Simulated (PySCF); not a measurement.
SMILES [SiH2](CC[SiH3])F (C2H9FSi2) at its PBE0/def2-SVP optimised geometry (Å):

```
14

Si     0.5044    -2.1756     0.0000
C     -0.1449    -0.4004     0.0000
C      0.3111     0.4321     1.2066
Si    -0.3725     2.1734     1.2213
F     -2.0015     2.0892     1.2317
H      2.0015    -2.1756     0.0000
H      0.0373    -2.8953     1.2262
H      0.0240    -2.9173    -1.2069
H     -1.2472    -0.4408    -0.0426
H      0.1720     0.0770    -0.9443
H      0.0177    -0.0529     2.1551
H      1.4138     0.5083     1.2430
H      0.0507     2.9188     2.4421
H      0.0241     2.9173    -0.0101
```

Calculation: PBE0/def2-TZVP in PySCF. Cells within 0.4 Å of a nucleus heavier than hydrogen are left out (blank, or x).

Map of the log10 of the electron density (e/bohr³), floored at −4 on the plane z = 0.0 Å:

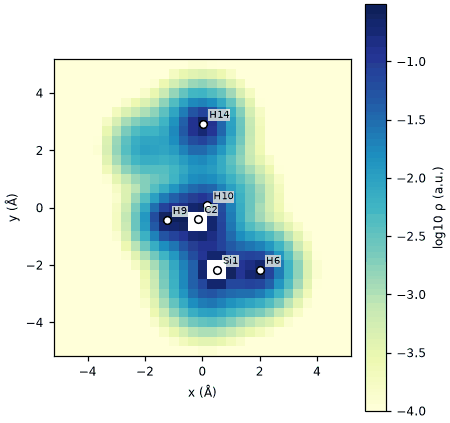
Fig. 1. Log10 of the electron density (e/bohr³), floored at −4 on the plane z = 0.0 Å.
